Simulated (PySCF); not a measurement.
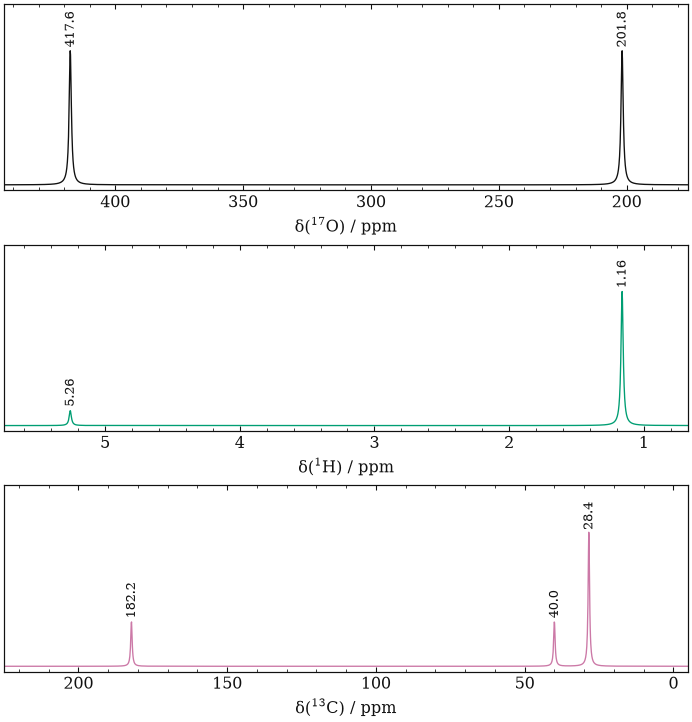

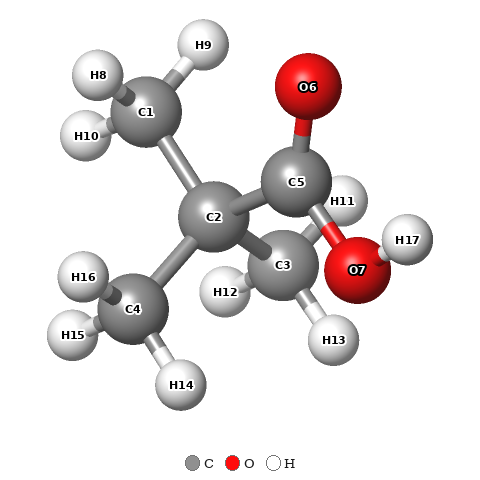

Spectrum and numbered structure of C₅H₁₀O₂, SMILES CC(C)(C)C(=O)O. GIAO shifts, PBE0/def2-TZVP, PySCF, at a PBE0-D3(BJ)/def2-SVP geometry (no frequency check), against H₂O for ¹⁷O, TMS for ¹H and TMS for ¹³C computed at the same level (¹⁷O: a single water molecule, while the usual scale starts at liquid water and gives values some tens of ppm lower). Gas phase, fully decoupled, line heights follow the number of nuclei, widths are arbitrary (no quadrupolar broadening); values of one conformer, averaged over nuclei that symmetry or rotation about single bonds exchange, these motions taken as fast. Protons on N, O or S are those of the isolated molecule, without hydrogen bonds to neighbours or exchange.

> Which atoms give which ¹⁷O line?

| δ (ppm) | nuclei | atoms |
| --- | --- | --- |
| 417.6 | 1 | O6 |
| 201.8 | 1 | O7 |

> Which atoms give which ¹H line?

| δ (ppm) | nuclei | atoms |
| --- | --- | --- |
| 5.26 | 1 | H17 |
| 1.16 | 9 | H8, H9, H10, H11, H12, H13, H14, H15, H16 |

> Which atoms give which ¹³C line?

| δ (ppm) | nuclei | atoms |
| --- | --- | --- |
| 182.2 | 1 | C5 |
| 40.0 | 1 | C2 |
| 28.4 | 3 | C1, C3, C4 |
